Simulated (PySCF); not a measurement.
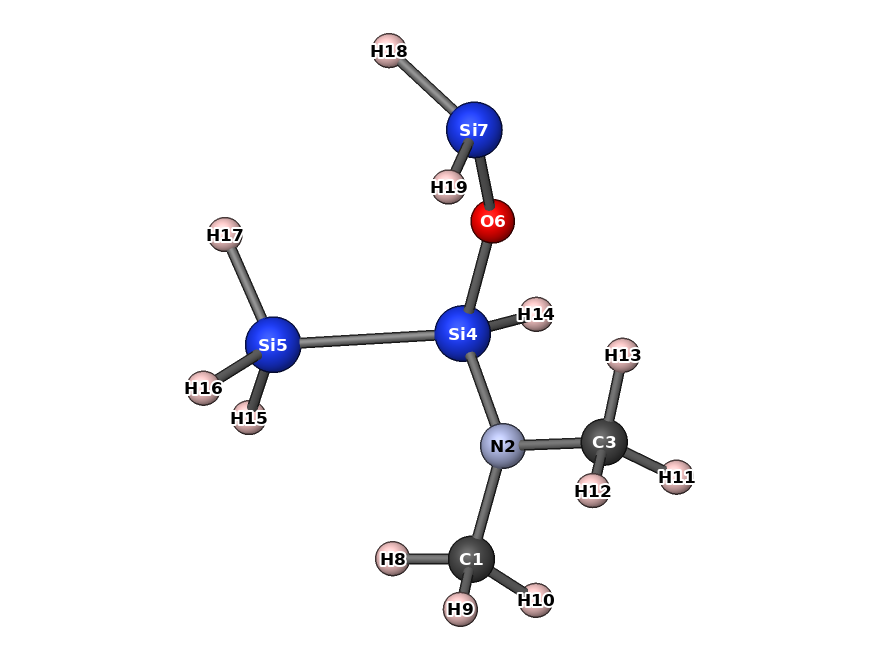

The questions are on Mulliken spin populations. State: neutral, doublet. The computed structure is the end point of a GFN2-xTB optimisation. No frequency run is at hand to confirm it as a minimum. Level of theory: UKS B3LYP, pcH-1 on C H N O Si, non-relativistic (PySCF 2.14.0).

### Which atom carries the largest spin population?

Si7 (0.89 e).

### Which atom has the lowest spin population?

C1, N2, C3, Si4, H8, H9, H10, H11, H12, H13, H14, H15, H16, H17 (0.00 e).

Give the Mulliken spin populations atom by atom.

```tsv
atom	value (e)
C1	0.00
N2	0.00
C3	0.00
Si4	0.00
Si5	0.01
O6	0.04
Si7	0.89
H8	0.00
H9	0.00
H10	0.00
H11	0.00
H12	0.00
H13	0.00
H14	0.00
H15	0.00
H16	0.00
H17	0.00
H18	0.03
H19	0.04
```

Mulliken values depend strongly on the basis set. The geometry is semi-empirical. Around Si such bond lengths and angles can be off by a tenth of an ångström or more and by several degrees, and values that hang on the shape move with them.
